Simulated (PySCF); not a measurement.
# H₆O₃Si₂ (SMILES O[SiH2]O[SiH2]O): what the fields show

Input file:

```
{"job": {"xc": "PBE0", "basis": "pcSseg-1", "kind": "nmr", "pop": true}, "charge": 0, "multiplicity": 1}
O     -2.010565    -0.128245     1.491243
Si    -1.571574     0.522541     0.073882
O     -0.065635     0.086379    -0.339360
Si     1.537550     0.052707    -0.104221
O      2.159827    -1.162022    -0.977124
H     -1.841752    -1.044647     1.694849
H     -1.644746     1.947850     0.339296
H     -2.362560     0.010916    -1.040716
H      1.861169    -0.331895     1.259267
H      2.039230     1.352645    -0.538089
H      1.904479    -1.303558    -1.884991
```

Launched as:

```sh
OMP_NUM_THREADS=1 python ens_run.py task.json out
```

Geometry: GFN2-xTB.

Theory: PySCF, PBE0/pcSseg-1, SCF density, gas phase, non-relativistic.

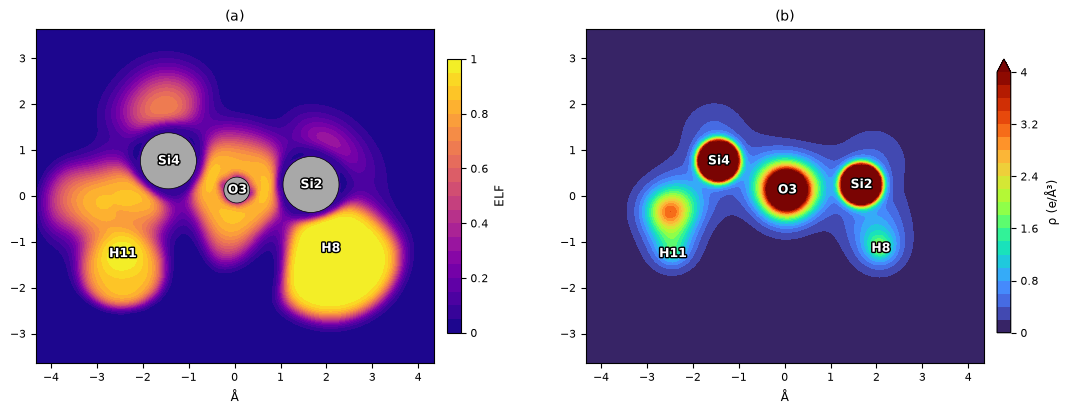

Figure 1. (a) ELF; (b) total electron density on the plane of atoms Si2, O3 and Si4. Grey discs cover the atomic cores in the ELF map.

Question: Interpret the plot.

Answer:
- The section cuts through Si, O and H sites.
- Si–O (1.62 Å): ρ is about 1.1 e/Å³ halfway; the ELF peaks at about 0.85 between the atoms (a polar covalent bond).
- Si–H (1.46 Å): the density is about 0.84 e/Å³ at the midpoint; the ELF climbs to about 1 towards the hydrogen, as it does in any bond to H.
- The ELF also peaks beside O3 and O5, away from the bonds: lone-pair regions.

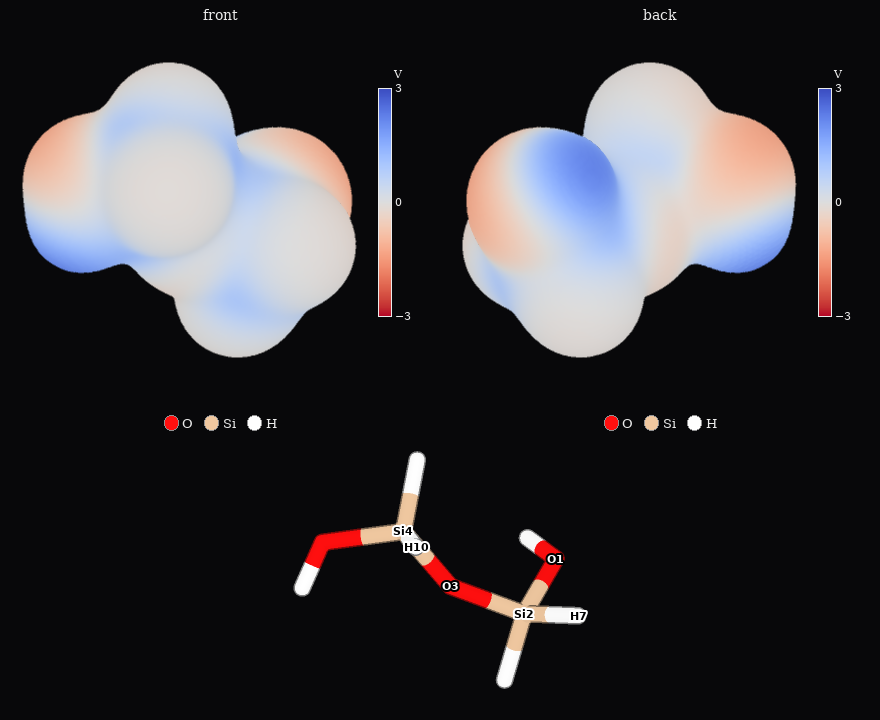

Figure 2. The electrostatic potential painted on the density surface at 0.001 e/bohr³, seen from the front and from behind; the colour scale runs from red (negative) to blue (positive). The bare structure is drawn below in the same view.

Question: Which sites attract a positive test charge, and which a negative one?

Answer: A positive charge is drawn to the negative regions and a negative charge to the positive ones. The most negative region (about −1.2 V, or −28 kcal/mol for a unit charge) lies over O1 and O5, the most positive (about +2.1 V, or +48 kcal/mol for a unit charge) over H6 and H11.

Question: What dipole moment does the calculation give?

Answer: Its dipole moment is 1.27 D.
